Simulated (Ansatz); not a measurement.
| atom | x (Å) | y (Å) | z (Å) |
| --- | --- | --- | --- |
| B | 0.0199 | -0.4174 | -0.1568 |
| F | 0.0055 | 0.1401 | 1.7243 |
| H | 1.0653 | 0.0746 | -0.4691 |
| H | -1.0524 | 0.0136 | -0.4676 |
| Br | 0.0761 | -2.3567 | 0.2241 |
| H | 0.0304 | -0.7374 | 2.0673 |

The calculation used RKS B3LYP-D4/def2-SVP in Ansatz 0.2.0.

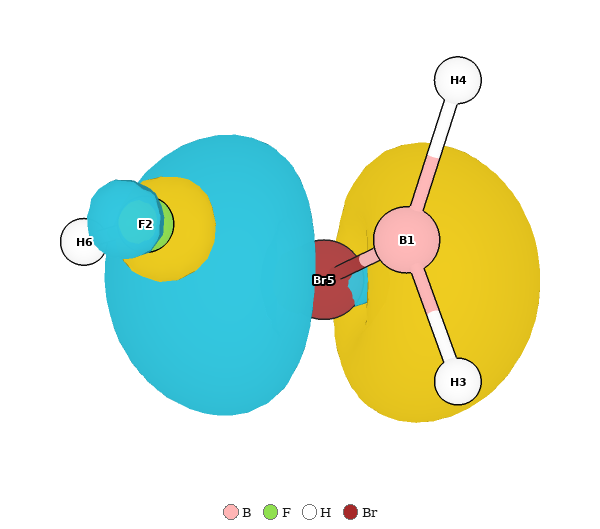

BBrH$_{2}$···HF. The HOMO−1 at ±0.2 Å⁻³ᐟ² (yellow and cyan are the two phases), seen from one side.

Describe this orbital and give its energy.

By Hirshfeld shares it lies mainly on Br5 (about 85 %); largely a lone pair of Br5. Its energy is −8.51 eV.
